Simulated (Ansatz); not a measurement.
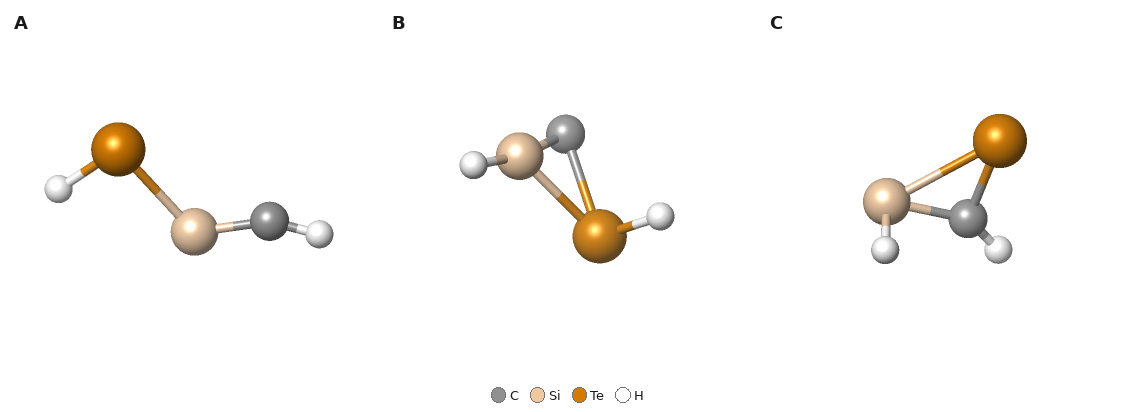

3 stationary structures of one formula. Geometries: PBE-D4/def2-SVP. Electronic energies: PBE-D4/def2-SVP (Ansatz 0.2.0), without zero-point energy. No frequency run is at hand to confirm each as a minimum.

Which structure is the most stable?

Answer. C is lowest (C1); A lies 0.913 eV above it (Cs), B lies 2.388 eV above it (C1).
